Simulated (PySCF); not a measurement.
Geometry relaxation, with input and output: CF$_{3}$ (charge +2) (part 1 of 2)

CF$_{3}$, charge +2, multiplicity 2, computed with PBE/6-31G*, UKS (PySCF 2.14.0).

The atoms were displaced at random from an optimised geometry. The geometry is that of the parent species in another charge or spin state. Figures and captions count atoms from 1; the log counts them from 0 in places.

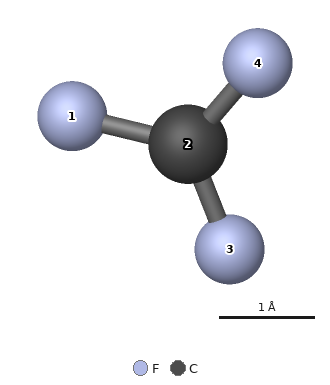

Fig. 1: The input geometry (ball-and-stick view, seen at a tilt; atoms are numbered from 1 in the order of the input).

### Key numbers

| quantity | value |
| --- | --- |
| outcome | converged |
| total energy | −336.031511 hartree |
| basis functions | 56 |
| ⟨S²⟩ | 0.752 |
| zero-point energy | 0.010109 hartree |
| wavenumbers, lowest and highest | 352 and 1074 cm⁻¹ |
| hardware | 1 thread of Arm Neoverse V2, 24 GiB of memory available, shared host |
| wall time | 2.9 min |
| peak memory | 0.99 GiB |

### Remarks

Further notes kept with the run: dipole of an ion depends on the origin; symmetry number missed.

### The input (run.py)
```python
from pyscf import gto, dft, symm
from pyscf.hessian import thermo
from pyscf.geomopt.geometric_solver import kernel as optimise

molecule = gto.M(
    atom='geometry.xyz',
    verbose=3,
    max_memory=1860,
    spin=1,
    basis='6-31g*',
    charge=2,
)

calc0 = dft.UKS(molecule)
calc0.xc = 'pbe'
calc0.grids.level = 4
calc0.conv_tol = 1e-10
calc0 = calc0.newton()
converged, mol_eq = optimise(calc0, maxsteps=80)
print('converged:', converged)
print(mol_eq.tostring())

calc0.reset(mol_eq)
molecule = mol_eq
calc0.kernel()
e_final = calc0.e_tot
print(f'total energy: {e_final:.8f} hartree')
hess = calc0.Hessian().kernel()
modes = thermo.harmonic_analysis(molecule, hess)
thermo.dump_normal_mode(molecule, modes)
symm.geom.TOLERANCE = 1e-3  # for the symmetry number
th = thermo.thermo(calc0, modes['freq_au'], 298.15, 101325)
thermo.dump_thermo(molecule, th)
```

### File geometry.xyz
```
4
CF3
F      0.715410    -0.117471     1.046228
C     -0.013174     0.004163    -0.000175
F     -0.634958    -0.953924    -0.431183
F     -0.081811     1.108700    -0.571820
```

Command:
```bash
OMP_NUM_THREADS=1 python run.py
```

### What the program printed
```
#|     Arguments passed to driver run_optimizer():      |#
customengine              <pyscf.geomopt.geometric_solver.PySCFEngine object>
maxiter                   80
----------------------------------------------------------
Custom engine selected.
Bonds will be generated from interatomic distances less than 1.20 times sum of covalent radii
12 internal coordinates being used (instead of 12 Cartesians)
Internal coordinate system (atoms numbered from 1):
Distance 1-2
Distance 2-3
Distance 2-4
Angle 1-2-4
Angle 3-2-4
Out-of-Plane 2-1-3-4
Translation-X 1-4
Translation-Y 1-4
Translation-Z 1-4
Rotation-A 1-4
Rotation-B 1-4
Rotation-C 1-4
<class 'geometric.internal.Distance'> : 3
<class 'geometric.internal.Angle'> : 2
<class 'geometric.internal.OutOfPlane'> : 1
<class 'geometric.internal.TranslationX'> : 1
<class 'geometric.internal.TranslationY'> : 1
<class 'geometric.internal.TranslationZ'> : 1
<class 'geometric.internal.RotationA'> : 1
<class 'geometric.internal.RotationB'> : 1
<class 'geometric.internal.RotationC'> : 1
> ===== Optimization Info: ====
> Job type: Energy minimization
> Maximum number of optimization cycles: 80
> Initial / maximum trust radius (Angstrom): 0.100 / 0.300
> Convergence Criteria:
> Will converge when all 5 criteria are reached:
>  |Delta-E| < 1.00e-06
>  RMS-Grad  < 3.00e-04
>  Max-Grad  < 4.50e-04
>  RMS-Disp  < 1.20e-03
>  Max-Disp  < 1.80e-03
> === End Optimization Info ===

Geometry optimization cycle 1
Cartesian coordinates (Angstrom)
 Atom        New coordinates             dX        dY        dZ
   F   0.715410  -0.117471   1.046228    0.000000  0.000000  0.000000
   C  -0.013174   0.004163  -0.000175    0.000000  0.000000  0.000000
   F  -0.634958  -0.953924  -0.431183    0.000000  0.000000  0.000000
   F  -0.081811   1.108700  -0.571820    0.000000  0.000000  0.000000

WARN: Mole.unit (angstrom) is changed to Bohr

WARN: HOMO -0.434545827894376 >= LUMO -0.434545827894376

converged SCF energy = -336.028781867145  <S^2> = 0.75190345  2S+1 = 2.0019025
--------------- SecondOrderUKS_Scanner gradients ---------------
         x                y                z
0 F    -0.0039297241    -0.0009747936    -0.0048694105
1 C    -0.0190183478    -0.0121522203    -0.0208632576
2 F     0.0244983844     0.0416785043     0.0153476451
3 F    -0.0015258795    -0.0285471897     0.0103724306
----------------------------------------------
cycle 1: E = -336.028781867  dE = -336.029  norm(grad) = 0.066951
Step    0 : Gradient = 3.348e-02/5.072e-02 (rms/max) Energy = -336.0287818671
Hessian Eigenvalues: 4.50000e-02 5.00000e-02 5.00000e-02 ... 7.28035e-01 8.48883e-01 9.50367e-01

Geometry optimization cycle 2
Cartesian coordinates (Angstrom)
 Atom        New coordinates             dX        dY        dZ
   F   0.716402  -0.115648   1.046305    0.000992  0.001823  0.000077
   C  -0.016604   0.006964  -0.002350   -0.003430  0.002801 -0.002175
   F  -0.643557  -0.985054  -0.429822   -0.008599 -0.031130  0.001361
   F  -0.071808   1.135024  -0.570550    0.010003  0.026324  0.001270
converged SCF energy = -336.031193207118  <S^2> = 0.75198776  2S+1 = 2.0019868
--------------- SecondOrderUKS_Scanner gradients ---------------
         x                y                z
0 F     0.0014296389    -0.0010341247     0.0020290104
1 C    -0.0087962380    -0.0053015962    -0.0086629634
2 F     0.0071048997     0.0101186318     0.0049418636
3 F     0.0002783015    -0.0037827677     0.0016766224
----------------------------------------------
cycle 2: E = -336.031193207  dE = -0.00241134  norm(grad) = 0.0195511
Step    1 : Displace = 2.161e-02/3.221e-02 (rms/max) Trust = 1.000e-01 (=) Grad = 9.776e-03/1.344e-02 (rms/max) E (change) = -336.0311932071 (-2.411e-03) Quality = 1.171
Hessian Eigenvalues: 4.50675e-02 4.99995e-02 5.00000e-02 ... 6.86875e-01 7.60056e-01 8.79091e-01

Geometry optimization cycle 3
Cartesian coordinates (Angstrom)
 Atom        New coordinates             dX        dY        dZ
   F   0.716786  -0.107183   1.049386    0.000385  0.008465  0.003081
   C  -0.007500   0.001410  -0.004209    0.009104 -0.005554 -0.001859
   F  -0.653761  -0.989640  -0.435104   -0.010204 -0.004585 -0.005282
   F  -0.072004   1.136684  -0.565657   -0.000196  0.001660  0.004893
converged SCF energy = -336.031345357964  <S^2> = 0.75200968  2S+1 = 2.0020087
--------------- SecondOrderUKS_Scanner gradients ---------------
         x                y                z
0 F     0.0019285165     0.0009189416     0.0041634331
1 C    -0.0021414301    -0.0025341128    -0.0076324479
2 F     0.0003506564     0.0021226239     0.0014703985
3 F    -0.0001218827    -0.0005172728     0.0019872404
----------------------------------------------
cycle 3: E = -336.031345358  dE = -0.000152151  norm(grad) = 0.0101085
Step    2 : Displace = 9.716e-03/1.213e-02 (rms/max) Trust = 1.414e-01 (+) Grad = 5.054e-03/8.322e-03 (rms/max) E (change) = -336.0313453580 (-1.522e-04) Quality = 0.887
Hessian Eigenvalues: 4.99823e-02 5.00000e-02 5.00000e-02 ... 4.03481e-01 8.36875e-01 8.86038e-01

Geometry optimization cycle 4
Cartesian coordinates (Angstrom)
 Atom        New coordinates             dX        dY        dZ
   F   0.723972  -0.106488   1.044234    0.007185  0.000695 -0.005152
   C  -0.026758   0.008296   0.016399   -0.019258  0.006886  0.020608
   F  -0.651557  -0.996960  -0.444431    0.002204 -0.007320 -0.009328
   F  -0.063642   1.136792  -0.570522    0.008362  0.000107 -0.004865
converged SCF energy = -336.031180443146  <S^2> = 0.75203001  2S+1 = 2.002029
--------------- SecondOrderUKS_Scanner gradients ---------------
         x                y                z
0 F     0.0049504715     0.0009543920     0.0017073259
1 C    -0.0070862923     0.0027261921     0.0031242343
2 F    -0.0011608909    -0.0059232430    -0.0037745087
3 F     0.0033080374     0.0022427964    -0.0010725357
----------------------------------------------
cycle 4: E = -336.031180443  dE = 0.000164915  norm(grad) = 0.0127885
Step    3 : Displace = 1.702e-02/2.854e-02 (rms/max) Trust = 2.000e-01 (+) Grad = 6.394e-03/8.210e-03 (rms/max) E (change) = -336.0311804431 (+1.649e-04) Quality = -0.980
Hessian Eigenvalues: 4.99844e-02 5.00000e-02 5.00000e-02 ... 4.09880e-01 8.41646e-01 8.84838e-01

Geometry optimization cycle 5
Cartesian coordinates (Angstrom)
 Atom        New coordinates             dX        dY        dZ
   F   0.718742  -0.110586   1.045802   -0.005230 -0.004098  0.001568
   C  -0.016920   0.007483   0.008835    0.009838 -0.000813 -0.007564
   F  -0.650937  -0.992614  -0.438155    0.000620  0.004345  0.006277
   F  -0.068882   1.137370  -0.570762   -0.005240  0.000578 -0.000240
converged SCF energy = -336.031424351706  <S^2> = 0.75201661  2S+1 = 2.0020156
--------------- SecondOrderUKS_Scanner gradients ---------------
         x                y                z
0 F     0.0023614276     0.0004329563     0.0012732022
1 C    -0.0042152308    -0.0001066220    -0.0004506681
2 F     0.0002360943    -0.0017342403    -0.0007064407
3 F     0.0016355118     0.0014083379    -0.0001313240
----------------------------------------------
cycle 5: E = -336.031424352  dE = -0.000243909  norm(grad) = 0.00579702
Step    4 : Displace = 8.482e-03/1.245e-02 (rms/max) Trust = 8.511e-03 (-) Grad = 2.899e-03/4.241e-03 (rms/max) E (change) = -336.0314243517 (-2.439e-04) Quality = 1.075
Hessian Eigenvalues: 4.99840e-02 5.00000e-02 5.00000e-02 ... 4.17873e-01 7.53850e-01 8.88743e-01

Geometry optimization cycle 6
Cartesian coordinates (Angstrom)
 Atom        New coordinates             dX        dY        dZ
   F   0.715270  -0.113629   1.047854   -0.003472 -0.003043  0.002052
   C  -0.008720   0.007380   0.006251    0.008200 -0.000103 -0.002584
   F  -0.651952  -0.988514  -0.435430   -0.001015  0.004101  0.002725
   F  -0.073802   1.136472  -0.572054   -0.004919 -0.000898 -0.001292
converged SCF energy = -336.031487003367  <S^2> = 0.75201031  2S+1 = 2.0020093
--------------- SecondOrderUKS_Scanner gradients ---------------
         x                y                z
0 F     0.0005486746     0.0002084533     0.0008217282
1 C    -0.0014367902    -0.0014005392    -0.0019022328
2 F     0.0005270824     0.0003753415     0.0007165514
3 F     0.0003829381     0.0008156482     0.0003525201
----------------------------------------------
cycle 6: E = -336.031487003  dE = -6.26517e-05  norm(grad) = 0.00324537
Step    5 : Displace = 6.138e-03/8.955e-03 (rms/max) Trust = 1.204e-02 (+) Grad = 1.623e-03/2.765e-03 (rms/max) E (change) = -336.0314870034 (-6.265e-05) Quality = 1.137
Hessian Eigenvalues: 4.99373e-02 4.99996e-02 5.00000e-02 ... 4.39743e-01 7.35037e-01 9.00523e-01

Geometry optimization cycle 7
Cartesian coordinates (Angstrom)
 Atom        New coordinates             dX        dY        dZ
   F   0.714755  -0.114757   1.048909   -0.000515 -0.001129  0.001056
   C  -0.006794   0.008055   0.008177    0.001925  0.000675  0.001926
   F  -0.652836  -0.986602  -0.436067   -0.000885  0.001912 -0.000637
   F  -0.075747   1.135114  -0.573543   -0.001946 -0.001358 -0.001489
converged SCF energy = -336.031501150461  <S^2> = 0.7520096  2S+1 = 2.0020086
--------------- SecondOrderUKS_Scanner gradients ---------------
         x                y                z
0 F     0.0002036033     0.0001672279     0.0005172593
1 C    -0.0006448175    -0.0011489084    -0.0013762910
2 F     0.0003506532     0.0004906849     0.0005726268
3 F     0.0001143860     0.0004909442     0.0002758459
----------------------------------------------
cycle 7: E = -336.03150115  dE = -1.41471e-05  norm(grad) = 0.00223355
Step    6 : Displace = 2.363e-03/2.925e-03 (rms/max) Trust = 1.702e-02 (+) Grad = 1.117e-03/1.905e-03 (rms/max) E (change) = -336.0315011505 (-1.415e-05) Quality = 1.559
Hessian Eigenvalues: 4.88084e-02 4.99999e-02 5.00000e-02 ... 4.19278e-01 7.36902e-01 8.78165e-01
```
